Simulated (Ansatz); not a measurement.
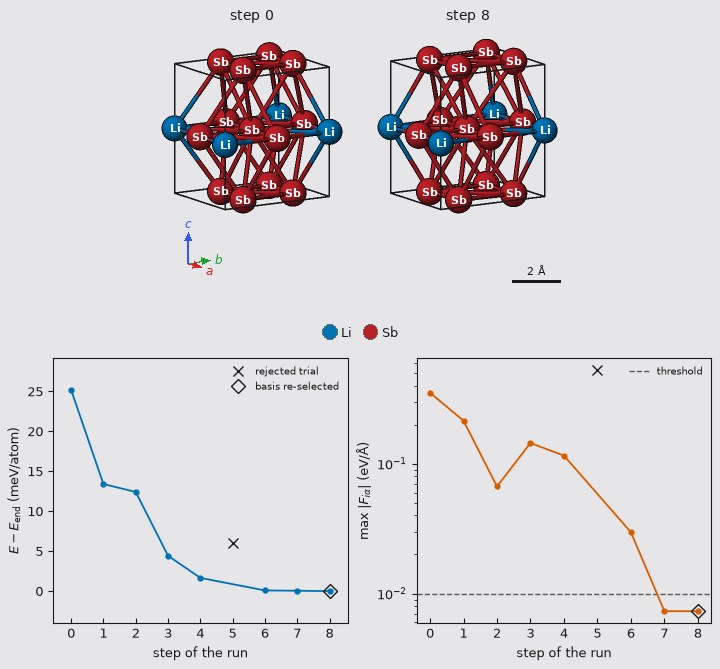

First and last geometry of a relaxation of a crystal of LiSb7 (a generated structure, set up in P-6m2), with the history of the run. A ball-and-stick model of the cell of the calculation, seen slightly off an axis.

These are results of Ansatz 0.2.0, DFT PBE, scalar-relativistic, plane waves, PAW, not measurements. Set-up: plane-wave cutoff 420 eV; k-point mesh 9 × 9 × 8; occupations gaussian; smearing width 0.1 eV; no spin polarisation; cell and atoms relaxed; force threshold 0.01 eV/Å; at most 80 steps.

What do the curves and the structures tell?

It converged. The largest moves relative to the cell, 0.30 Å, are those of Sb atoms. Li stays in place. Cell: a = b 6.707 → 6.671 Å (−0.5 %), c 5.528 → 5.643 Å (+2.1 %). Volume +1.0 %. Among the contacts that change: Sb–Sb 3.581 → 3.036 Å, Sb–Sb 3.126 → 3.635 Å, Sb–Sb 3.336 → 3.093 Å, Sb–Sb 3.371 → 3.578 Å. Bond angles that change, for instance: Sb–Sb–Sb 110.3° → 115.3°, Sb–Sb–Sb 60.3° → 62.4°. The space group stays P-6m2 (No. 187). The energy falls by 25.2 meV per atom in 6 accepted moves (8 points after the start). The largest force component goes from 0.35 to 0.0073 eV/Å. The pressure goes from 0.18 to 0.01 GPa. The line search rejected the trial step at point 5 of the run. At 1 point the geometry stayed and the basis and grid were re-selected for the new cell (energy shift of 0.1 meV per atom at most each time).

```
step  E − E(0), meV/atom  largest force component, eV/Å  pressure, GPa  volume, Å³/atom                      note
   0                0.00                         0.3519           0.18           26.921                          
   1              -11.78                         0.2144          -0.29           26.890                          
   2              -12.77                         0.0668           2.38           25.719                          
   3              -20.76                         0.1445          -0.11           26.727                          
   4              -23.53                         0.1154           0.05           26.799                          
   5              -19.12                         0.5289           0.98           27.176                  rejected
   6              -25.10                         0.0297           0.01           27.116                          
   7              -25.14                         0.0073           0.01           27.182                          
   8              -25.19                         0.0073           0.01           27.182  same geometry, new basis
```
